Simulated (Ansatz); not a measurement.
# Dielectric response of BaTiO3 (001), BaO faces films, part 4 of 7

Wanted: ε of perovskite BaTiO3 (001), BaO faces by finite fields on slabs, and the band edges against the vacuum where run.

Ansatz 0.2.0; plane-wave DFT, PBE, Ansatz PAW (the session's first sound run).

So far, gap on the k-mesh (eV): step 2 (relaxation, 12 atoms, units 2) 1.94; step 13 (atoms held, 17 atoms, units 3, field -0.05 V/Å) 1.70; step 15 (relaxing the film, 22 atoms, units 4) 1.65; step 16 (the relaxed film, single point, 22 atoms, units 4) 1.65; step 17 (atoms held, 22 atoms, units 4, field 0.05 V/Å) 1.60.

### 18. Single point, 22 atoms, units 4, field -0.05 V/Å

Contents of input.yaml:

```yaml
crystal:
  lattice:
    - [4.0, 0.0, 0.0]
    - [0.0, 4.0, 0.0]
    - [0.0, 0.0, 34.0]
  atoms:
    - { symbol: Ba, position: [0.0, 0.0, 0.2654160542] }
    - { symbol: O, position: [0.5, 0.5, 0.26381094] }
    - { symbol: Ti, position: [0.5, 0.5, 0.3201341522] }
    - { symbol: O, position: [0.0, 0.5, 0.3207308365] }
    - { symbol: O, position: [0.5, 0.0, 0.3207308365] }
    - { symbol: Ba, position: [0.0, 0.0, 0.3821590813] }
    - { symbol: O, position: [0.5, 0.5, 0.381512319] }
    - { symbol: Ti, position: [0.5, 0.5, 0.4404056405] }
    - { symbol: O, position: [0.0, 0.5, 0.440541894] }
    - { symbol: O, position: [0.5, 0.0, 0.440541894] }
    - { symbol: Ba, position: [0.0, 0.0, 0.4999999997] }
    - { symbol: O, position: [0.5, 0.5, 0.4999999993] }
    - { symbol: Ti, position: [0.5, 0.5, 0.5595943598] }
    - { symbol: O, position: [0.0, 0.5, 0.5594581053] }
    - { symbol: O, position: [0.5, 0.0, 0.5594581053] }
    - { symbol: Ba, position: [0.0, 0.0, 0.6178409183] }
    - { symbol: O, position: [0.5, 0.5, 0.6184876796] }
    - { symbol: Ti, position: [0.5, 0.5, 0.6798658487] }
    - { symbol: O, position: [0.0, 0.5, 0.6792691642] }
    - { symbol: O, position: [0.5, 0.0, 0.6792691642] }
    - { symbol: Ba, position: [0.0, 0.0, 0.7345839466] }
    - { symbol: O, position: [0.5, 0.5, 0.7361890609] }
kpoints:
  mp_grid: { grid: [8, 8, 1] }
hamiltonian:
  xc: pbe
scf:
  occupations: { method: fixed }
  convergence: { dr2_threshold: 1.0e-10 }
efield:
  axis: 3
  dipole_correction: true
  ramp_position: 0.97
  ramp_width: 0.06
  amplitude: -0.05
output:
  write_potential: true
  write_density: true
  volumetric_format: npy
```

On the command line:

```bash
$ ansatz run input.yaml --threads 16 --pin off --max-ram 32768MiB --backend cpu --events-out ev --progress --plain --runs-dir out
```

Numbers of over 12 decimals in the logs are rounded to 6 here.

Log:

```text
[...]
Crystal: 22 atoms, lattice volume = 544.000 Å³
Basis set: ecut = 420 eV, 10633 PW (Γ)
Bands: 110, of which v1, the nominal top of the filled ones, is band 88 counted from 1 (87 counted from 0)
Symmetry: 8 space group operations
k-points: 15 of 64
[...]
k-point 0: bands = [... 84 lower, 3.8905, 4.0099, 4.1574, 4.1574, 5.9050, 5.9986, 6.1799, 6.2449, ... 18 higher]
  k-point 1: bands = [... 84 lower, 3.7584, 3.8482, 4.0453, 4.0527, 6.1985, 6.2914, 6.4101, 6.4250, ... 18 higher]
  k-point 2: bands = [... 84 lower, 3.8112, 3.8288, 3.9061, 3.9384, 6.4451, 6.8139, 6.8147, 6.8291, ... 18 higher]
  k-point 14: bands = [... 84 lower, 4.2175, 4.2175, 4.2693, 4.3069, 7.9081, 7.9081, 8.0073, 8.0073, ... 18 higher]
[key lines of the parts left out:]
SCF converged after 18 iterations
Free energy (F): -47157.642092 eV
Fermi energy:    4.306928 eV
Dipole field:    D = -0.023669 V/Å  (p = -0.071157 e·Å, saw-weighted, corrected)
```

The job ended after 24 s (16 threads of Arm Neoverse V1, shared host; peak memory 3.8 GiB; 5.8 min of CPU time).

The dipole is -0.0712 e·Å, and the gap on the mesh 1.598 eV.

### 19. Response with the atoms held, 22 atoms, units 4

This step: plane-wave DFT, PBE, Ansatz PAW; response to a field along the normal, atoms held (Ansatz 0.2.0).

Local field over the applied field, running mean. From the potentials at -0.05 and 0.05 V/Å; running mean over 4 Å, taken twice. Local field over applied field against z:

| z (Å) | local field over applied field |
| --- | --- |
| 6 | 0.834 |
| 8 | 0.496 |
| 10 | 0.217 |
| 12 | 0.147 |
| 14 | 0.150 |
| 16 | 0.149 |
| 18 | 0.149 |
| 20 | 0.150 |
| 22 | 0.147 |
| 24 | 0.217 |
| 26 | 0.496 |
| 28 | 0.834 |

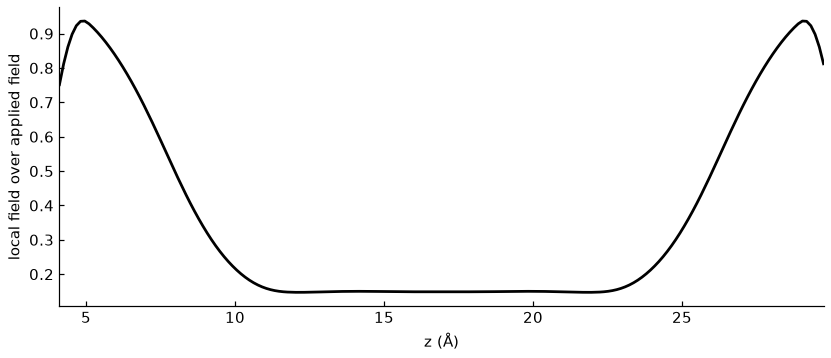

Local field over applied field against z.

The induced dipole is that of a conductor 16.09 Å thick.

### 20. Relaxing in the field, 22 atoms, units 4, field 0.03 V/Å

This step: plane-wave DFT, PBE, Ansatz PAW (Ansatz 0.2.0).

The same pair of relaxations in the field for this thickness.

Changes to input.yaml since step 18:

```diff
@@ -40,3 +40,6 @@
   ramp_width: 0.06
-  amplitude: -0.05
+  amplitude: 0.03
+relax:
+  f_tol: 0.0006
+  max_steps: 70
 output:
```

Log:

```text
[...]
Crystal: 22 atoms, lattice volume = 544.000 Å³
Basis set: ecut = 420 eV, 10633 PW (Γ), exchange–correlation on 54×54×480 points (8 copies of the dense FFT grid, shifted against one another)
Bands: 110, of which v1, the nominal top of the filled ones, is band 88 counted from 1 (87 counted from 0)
Symmetry: 8 space group operations
k-points: 15 of 64
[...]
- { symbol: Ti, position: [0.5, 0.5, 0.559616] }
    - { symbol: O, position: [0, 0.5, 0.559447] }
    - { symbol: O, position: [0.5, 0.0, 0.559447] }
    - { symbol: Ba, position: [0, 0.0, 0.617844] }
    - { symbol: O, position: [0.5, 0.5, 0.618459] }
    - { symbol: Ti, position: [0.5, 0.5, 0.679888] }
    - { symbol: O, position: [0, 0.5, 0.679268] }
    - { symbol: O, position: [0.5, 0.0, 0.679268] }
    - { symbol: Ba, position: [0, 0.0, 0.734619] }
    - { symbol: O, position: [0.5, 0.5, 0.736174] }
[key lines of the parts left out:]
SCF converged after 7 iterations
Free energy (F): -47157.639033 eV
Fermi energy:    4.299086 eV
Dipole field:    D = 0.016931 V/Å  (p = 0.050899 e·Å, saw-weighted, corrected)
```

Wall time 94 s (16 threads); peak memory 4.2 GiB; 24 min of CPU time.

No atom moved by 0.005 Å in the relaxation.

The relaxation took 10 steps and lowered the energy by 1.2e-4 eV; the largest force on the free atoms ends at 2.3e-4 eV/Å.

The dipole is 0.0509 e·Å, and the gap on the mesh 1.650 eV.

### 21. Field on, atoms free, 22 atoms, units 4, field -0.03 V/Å

The opposite sign, again from the field-free geometry; the difference of the two cancels what relaxes without a field.

Changes to input.yaml since step 20:

```diff
@@ -40,3 +40,3 @@
   ramp_width: 0.06
-  amplitude: 0.03
+  amplitude: -0.03
 relax:
```

Log:

```text
[...]
Crystal: 22 atoms, lattice volume = 544.000 Å³
Basis set: ecut = 420 eV, 10633 PW (Γ), exchange–correlation on 54×54×480 points (8 copies of the dense FFT grid, shifted against one another)
Bands: 110, of which v1, the nominal top of the filled ones, is band 88 counted from 1 (87 counted from 0)
Symmetry: 8 space group operations
k-points: 15 of 64
[...]
- { symbol: Ti, position: [0.5, 0.5, 0.559572] }
    - { symbol: O, position: [0, 0.5, 0.559468] }
    - { symbol: O, position: [0.5, 0.0, 0.559468] }
    - { symbol: Ba, position: [0, 0.0, 0.617839] }
    - { symbol: O, position: [0.5, 0.5, 0.618517] }
    - { symbol: Ti, position: [0.5, 0.5, 0.679841] }
    - { symbol: O, position: [0, 0.5, 0.679269] }
    - { symbol: O, position: [0.5, 0.0, 0.679269] }
    - { symbol: Ba, position: [0, 0.0, 0.734550] }
    - { symbol: O, position: [0.5, 0.5, 0.736203] }
[key lines of the parts left out:]
SCF converged after 7 iterations
Free energy (F): -47157.639033 eV
Fermi energy:    4.299084 eV
Dipole field:    D = -0.016931 V/Å  (p = -0.050899 e·Å, saw-weighted, corrected)
```

Elapsed: 93 s, on 16 threads; peak memory 4.1 GiB; 24 min of CPU time.

Hardly anything moved in the relaxation; the energy changed by under 0.2 meV an atom.

The relaxation took 10 steps and lowered the energy by 1.2e-4 eV; the largest force on the free atoms ends at 2.2e-4 eV/Å.

The dipole is -0.0509 e·Å, and the gap on the mesh 1.650 eV.

### 22. Response with the atoms relaxed, 22 atoms, units 4

This step: plane-wave DFT, PBE, Ansatz PAW; response to a field along the normal, atoms relaxed (Ansatz 0.2.0).

Local field over the applied field, running mean. From the potentials at -0.03 and 0.03 V/Å; running mean over 4 Å, taken twice. Table of local field over applied field by z:

| z (Å) | local field over applied field |
| --- | --- |
| 5.0 | 0.945 |
| 7.5 | 0.521 |
| 10.0 | 0.0510 |
| 12.5 | -0.00289 |
| 15.0 | -0.0189 |
| 17.5 | -0.0191 |
| 20.0 | -0.0145 |
| 22.5 | -0.0171 |
| 25.0 | 0.161 |
| 27.5 | 0.736 |

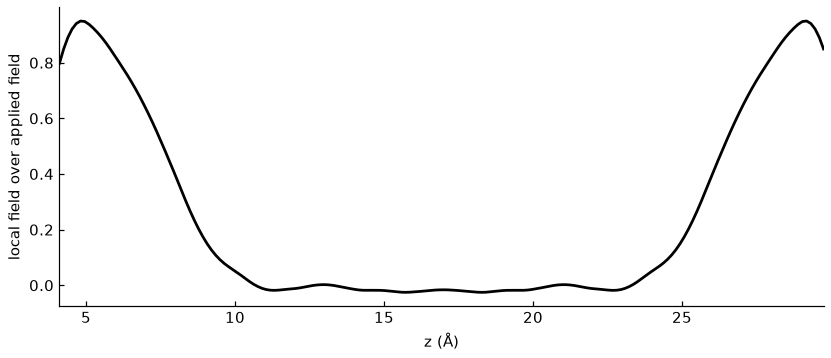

Local field over applied field against z.

The induced dipole is that of a conductor 19.19 Å thick.

### 23. Relaxing the film, 27 atoms, units 5

This step: plane-wave DFT, PBE, Ansatz PAW (Ansatz 0.2.0).

System of this step: BaTiO3 (001), BaO faces, 5 units. The cell holds 27 atoms: 6 Ba, 16 O and 5 Ti. Cell: a = 4.000 Å, b = 4.000 Å, c = 38.000 Å, α = 90.0°, β = 90.0°, γ = 90.0°. It derives from BaTiO3 (perovskite BaTiO3). Vacuum lies along c.

The next thickness, treated alike, so that differences show the interior and the faces cancel.

Contents of input.yaml:

```yaml
crystal:
  lattice:
    - [4.0, 0.0, 0.0]
    - [0.0, 4.0, 0.0]
    - [0.0, 0.0, 38.0]
  atoms:
    - { symbol: Ba, position: [0.0, 0.0, 0.2368421053] }
    - { symbol: O, position: [0.5, 0.5, 0.2368421053] }
    - { symbol: Ti, position: [0.5, 0.5, 0.2894736842] }
    - { symbol: O, position: [0.0, 0.5, 0.2894736842] }
    - { symbol: O, position: [0.5, 0.0, 0.2894736842] }
    - { symbol: Ba, position: [0.0, 0.0, 0.3421052632] }
    - { symbol: O, position: [0.5, 0.5, 0.3421052632] }
    - { symbol: Ti, position: [0.5, 0.5, 0.3947368421] }
    - { symbol: O, position: [0.0, 0.5, 0.3947368421] }
    - { symbol: O, position: [0.5, 0.0, 0.3947368421] }
    - { symbol: Ba, position: [0.0, 0.0, 0.4473684211] }
    - { symbol: O, position: [0.5, 0.5, 0.4473684211] }
    - { symbol: Ti, position: [0.5, 0.5, 0.5] }
    - { symbol: O, position: [0.0, 0.5, 0.5] }
    - { symbol: O, position: [0.5, 0.0, 0.5] }
    - { symbol: Ba, position: [0.0, 0.0, 0.5526315789] }
    - { symbol: O, position: [0.5, 0.5, 0.5526315789] }
    - { symbol: Ti, position: [0.5, 0.5, 0.6052631579] }
    - { symbol: O, position: [0.0, 0.5, 0.6052631579] }
    - { symbol: O, position: [0.5, 0.0, 0.6052631579] }
    - { symbol: Ba, position: [0.0, 0.0, 0.6578947368] }
    - { symbol: O, position: [0.5, 0.5, 0.6578947368] }
    - { symbol: Ti, position: [0.5, 0.5, 0.7105263158] }
    - { symbol: O, position: [0.0, 0.5, 0.7105263158] }
    - { symbol: O, position: [0.5, 0.0, 0.7105263158] }
    - { symbol: Ba, position: [0.0, 0.0, 0.7631578947] }
    - { symbol: O, position: [0.5, 0.5, 0.7631578947] }
kpoints:
  mp_grid: { grid: [8, 8, 1] }
hamiltonian:
  xc: pbe
scf:
  occupations: { method: fixed }
  convergence: { dr2_threshold: 1.0e-09 }
efield:
  axis: 3
  dipole_correction: true
  ramp_position: 0.97
  ramp_width: 0.06
relax:
  f_tol: 0.003
  max_steps: 100
output:
  write_potential: true
  write_density: true
  volumetric_format: npy
```

Log:

```text
[...]
Crystal: 27 atoms, lattice volume = 608.000 Å³
Basis set: ecut = 420 eV, 11895 PW (Γ), exchange–correlation on 54×54×512 points (8 copies of the dense FFT grid, shifted against one another)
Bands: 135, of which v1, the nominal top of the filled ones, is band 108 counted from 1 (107 counted from 0)
Symmetry: 8 space group operations
k-points: 15 of 64
[...]
- { symbol: Ti, position: [0.5, 0.5, 0.606442] }
[...]
- { symbol: Ba, position: [0, 0.0, 0.658484] }
    - { symbol: O, position: [0.5, 0.5, 0.659087] }
    - { symbol: Ti, position: [0.5, 0.5, 0.714016] }
    - { symbol: O, position: [0, 0.5, 0.713477] }
    - { symbol: O, position: [0.5, 0.0, 0.713477] }
    - { symbol: Ba, position: [0, 0.0, 0.762962] }
    - { symbol: O, position: [0.5, 0.5, 0.764403] }
[key lines of the parts left out:]
SCF converged after 7 iterations
Free energy (F): -57317.202641 eV
Fermi energy:    4.995664 eV
Dipole field:    D = 0.000000 V/Å  (p = 0.000000 e·Å, saw-weighted, corrected)
Work function:   Φ+ = 2.8569 eV   Φ− = 2.8570 eV
```

It took 1.9 min on 16 threads; peak memory 5.5 GiB; 28 min of CPU time.

The steps of the relaxation:

| step | energy less that of the first step (eV) | largest force component (eV/Å) |
| --- | --- | --- |
| 1 | 0.0000 | 1.0168 |
| 2 | 0.1662 | 1.5511 |
| 3 | -0.1194 | 0.3838 |
| 4 | -0.1488 | 0.2255 |
| 5 | -0.1540 | 0.0156 |
| 6 | -0.1540 | 0.0054 |
| 7 | -0.1540 | 0.0003 |

Relaxation step 2 was tried and not accepted.

The run keeps the 8 symmetry operations that it works with, so distortions that break them were not tested.

The atoms that moved most (Å):

| atom | dx | dy | dz | length |
| --- | --- | --- | --- | --- |
| Ti3 | 0.000 | 0.000 | -0.133 | 0.133 |
| Ti23 | 0.000 | 0.000 | 0.133 | 0.133 |
| O5 | 0.000 | 0.000 | -0.112 | 0.112 |
| O4 | 0.000 | 0.000 | -0.112 | 0.112 |
| O24 | 0.000 | 0.000 | 0.112 | 0.112 |
| O25 | 0.000 | 0.000 | 0.112 | 0.112 |
| O2 | 0.000 | 0.000 | -0.047 | 0.047 |
| O27 | 0.000 | 0.000 | 0.047 | 0.047 |

The relaxation took 7 steps and lowered the energy by 0.15 eV; the largest force on the free atoms ends at 2.6e-4 eV/Å.

The gap is 1.58 eV, with the valence edge 2.86 eV and the conduction edge 1.28 eV under the upper vacuum level.

### 24. Single point on the relaxed film, 27 atoms, units 5

The next thickness, treated alike, so that differences show the interior and the faces cancel.

Contents of input.yaml:

```yaml
crystal:
  lattice:
    - [4.0, 0.0, 0.0]
    - [0.0, 4.0, 0.0]
    - [0.0, 0.0, 38.0]
  atoms:
    - { symbol: Ba, position: [0.0, 0.0, 0.237038497] }
    - { symbol: O, position: [0.5, 0.5, 0.2355965403] }
    - { symbol: Ti, position: [0.5, 0.5, 0.285983676] }
    - { symbol: O, position: [0.0, 0.5, 0.2865225906] }
    - { symbol: O, position: [0.5, 0.0, 0.2865225906] }
    - { symbol: Ba, position: [0.0, 0.0, 0.3415155932] }
    - { symbol: O, position: [0.5, 0.5, 0.3409130261] }
    - { symbol: Ti, position: [0.5, 0.5, 0.3935579667] }
    - { symbol: O, position: [0.0, 0.5, 0.3937072709] }
    - { symbol: O, position: [0.5, 0.0, 0.3937072709] }
    - { symbol: Ba, position: [0.0, 0.0, 0.4470577697] }
    - { symbol: O, position: [0.5, 0.5, 0.4469436461] }
    - { symbol: Ti, position: [0.5, 0.5, 0.5000000003] }
    - { symbol: O, position: [0.0, 0.5, 0.5000000001] }
    - { symbol: O, position: [0.5, 0.0, 0.5000000001] }
    - { symbol: Ba, position: [0.0, 0.0, 0.5529422308] }
    - { symbol: O, position: [0.5, 0.5, 0.5530563539] }
    - { symbol: Ti, position: [0.5, 0.5, 0.6064420338] }
    - { symbol: O, position: [0.0, 0.5, 0.6062927293] }
    - { symbol: O, position: [0.5, 0.0, 0.6062927293] }
    - { symbol: Ba, position: [0.0, 0.0, 0.6584844071] }
    - { symbol: O, position: [0.5, 0.5, 0.6590869738] }
    - { symbol: Ti, position: [0.5, 0.5, 0.714016324] }
    - { symbol: O, position: [0.0, 0.5, 0.713477409] }
    - { symbol: O, position: [0.5, 0.0, 0.713477409] }
    - { symbol: Ba, position: [0.0, 0.0, 0.7629615026] }
    - { symbol: O, position: [0.5, 0.5, 0.7644034589] }
kpoints:
  mp_grid: { grid: [8, 8, 1] }
hamiltonian:
  xc: pbe
scf:
  occupations: { method: fixed }
  convergence: { dr2_threshold: 1.0e-09 }
efield:
  axis: 3
  dipole_correction: true
  ramp_position: 0.97
  ramp_width: 0.06
output:
  eigenvalues: true
  write_potential: true
  write_density: true
  volumetric_format: npy
```

Log:

```text
[...]
Crystal: 27 atoms, lattice volume = 608.000 Å³
Basis set: ecut = 420 eV, 11895 PW (Γ)
Bands: 135, of which v1, the nominal top of the filled ones, is band 108 counted from 1 (107 counted from 0)
Symmetry: 8 space group operations
k-points: 15 of 64
[...]
k-point 0: bands = [... 104 lower, 4.6303, 4.7158, 4.8298, 4.8298, 6.5745, 6.5746, 6.8172, 6.8426, ... 23 higher]
  k-point 1: bands = [... 104 lower, 4.5016, 4.5479, 4.7148, 4.7168, 6.8661, 6.8689, 6.9849, 7.1167, ... 23 higher]
  k-point 2: bands = [... 104 lower, 4.4968, 4.5321, 4.5589, 4.5627, 7.0217, 7.3172, 7.4869, 7.4876, ... 23 higher]
  k-point 14: bands = [... 104 lower, 4.9008, 4.9210, 4.9245, 4.9958, 8.5509, 8.5509, 8.5946, 8.5946, ... 23 higher]
[key lines of the parts left out:]
SCF converged after 12 iterations
Free energy (F): -57317.204964 eV
Fermi energy:    4.995804 eV
Dipole field:    D = 0.000000 V/Å  (p = 0.000000 e·Å, saw-weighted, corrected)
Work function:   Φ+ = 2.8568 eV   Φ− = 2.8568 eV
```

Run time: 30 s. Hardware: 16 threads; peak memory 5.1 GiB; 7 min of CPU time.

The gap is 1.58 eV, with the valence edge 2.86 eV and the conduction edge 1.28 eV under the upper vacuum level.

### 25. Single point, 27 atoms, units 5, field 0.05 V/Å

Changes to input.yaml since step 24:

```diff
@@ -39,3 +39,3 @@
   occupations: { method: fixed }
-  convergence: { dr2_threshold: 1.0e-09 }
+  convergence: { dr2_threshold: 1.0e-10 }
 efield:
@@ -45,4 +45,4 @@
   ramp_width: 0.06
+  amplitude: 0.05
 output:
-  eigenvalues: true
   write_potential: true
```

Log:

```text
[...]
Crystal: 27 atoms, lattice volume = 608.000 Å³
Basis set: ecut = 420 eV, 11895 PW (Γ)
Bands: 135, of which v1, the nominal top of the filled ones, is band 108 counted from 1 (107 counted from 0)
Symmetry: 8 space group operations
k-points: 15 of 64
[...]
k-point 0: bands = [... 104 lower, 4.6308, 4.7178, 4.8330, 4.8330, 6.5124, 6.6363, 6.8000, 6.8552, ... 23 higher]
  k-point 1: bands = [... 104 lower, 4.5019, 4.5498, 4.7182, 4.7206, 6.8057, 6.9277, 6.9819, 7.0338, ... 23 higher]
  k-point 2: bands = [... 104 lower, 4.5001, 4.5166, 4.5631, 4.5777, 7.0175, 7.3171, 7.4234, 7.4251, ... 23 higher]
  k-point 14: bands = [... 104 lower, 4.9038, 4.9038, 4.9517, 4.9963, 8.5199, 8.5199, 8.6169, 8.6169, ... 23 higher]
[key lines of the parts left out:]
SCF converged after 18 iterations
Free energy (F): -57317.207121 eV
Fermi energy:    4.996310 eV
Dipole field:    D = 0.025687 V/Å  (p = 0.086309 e·Å, saw-weighted, corrected)
```

Run time: 39 s. Hardware: 16 threads; peak memory 5.1 GiB.

The dipole is 0.0863 e·Å, and the gap on the mesh 1.516 eV.

### 26. Atoms held, 27 atoms, units 5, field -0.05 V/Å

Changes to input.yaml since step 25:

```diff
@@ -45,3 +45,3 @@
   ramp_width: 0.06
-  amplitude: 0.05
+  amplitude: -0.05
 output:
```

Log:

```text
[...]
Crystal: 27 atoms, lattice volume = 608.000 Å³
Basis set: ecut = 420 eV, 11895 PW (Γ)
Bands: 135, of which v1, the nominal top of the filled ones, is band 108 counted from 1 (107 counted from 0)
Symmetry: 8 space group operations
k-points: 15 of 64
[...]
k-point 0: bands = [... 104 lower, 4.6308, 4.7178, 4.8330, 4.8330, 6.5124, 6.6363, 6.8000, 6.8552, ... 23 higher]
  k-point 1: bands = [... 104 lower, 4.5019, 4.5498, 4.7182, 4.7206, 6.8057, 6.9277, 6.9819, 7.0338, ... 23 higher]
  k-point 2: bands = [... 104 lower, 4.5001, 4.5166, 4.5631, 4.5777, 7.0175, 7.3171, 7.4234, 7.4251, ... 23 higher]
  k-point 14: bands = [... 104 lower, 4.9038, 4.9038, 4.9517, 4.9963, 8.5199, 8.5199, 8.6169, 8.6169, ... 23 higher]
[key lines of the parts left out:]
SCF converged after 18 iterations
Free energy (F): -57317.207121 eV
Fermi energy:    4.996310 eV
Dipole field:    D = -0.025687 V/Å  (p = -0.086309 e·Å, saw-weighted, corrected)
```

Run time: 38 s. Hardware: 16 threads; peak memory 5.1 GiB.

The dipole is -0.0863 e·Å, and the gap on the mesh 1.516 eV.

### 27. Response with the atoms held, 27 atoms, units 5

This step: plane-wave DFT, PBE, Ansatz PAW; response to a field along the normal, atoms held (Ansatz 0.2.0).

Local field over the applied field, running mean. From the potentials at -0.05 and 0.05 V/Å; running mean over 4 Å, taken twice. Table of local field over applied field by z:

| z (Å) | local field over applied field |
| --- | --- |
| 6 | 0.832 |
| 8 | 0.493 |
| 10 | 0.216 |
| 12 | 0.147 |
| 14 | 0.150 |
| 16 | 0.149 |
| 18 | 0.149 |
| 20 | 0.149 |
| 22 | 0.149 |
| 24 | 0.150 |
| 26 | 0.147 |
| 28 | 0.216 |
| 30 | 0.493 |
| 32 | 0.832 |

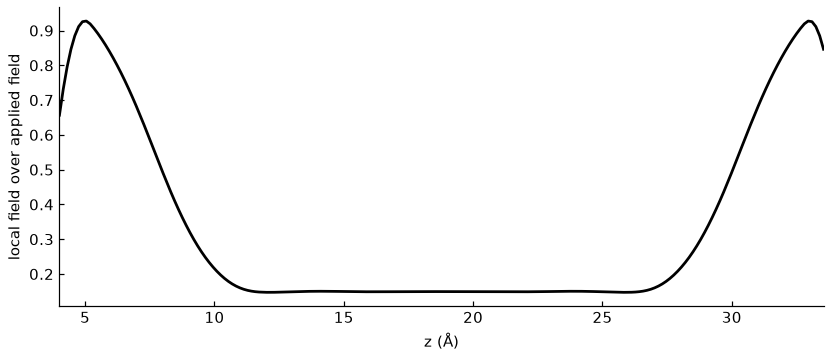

Local field over applied field, plotted against z.

The induced dipole is that of a conductor 19.52 Å thick.

(Part 4 of 7 ends here.)

[Logs are printed without paths, hosts, clocks, repeated set-up lines and the standing remarks that a program may print on its own settings, such as how far it seeks lower states.]

[Hosts, paths, dates, database ids (printed as entryN), source tags and the programs' standing remarks are cut or masked in the printed files.]

[Maps of the electrostatic potential energy from Ansatz leave out the sawtooth potential of an applied field or a dipole correction, so their vacuum need not be flat; planar profiles and work functions include it.]
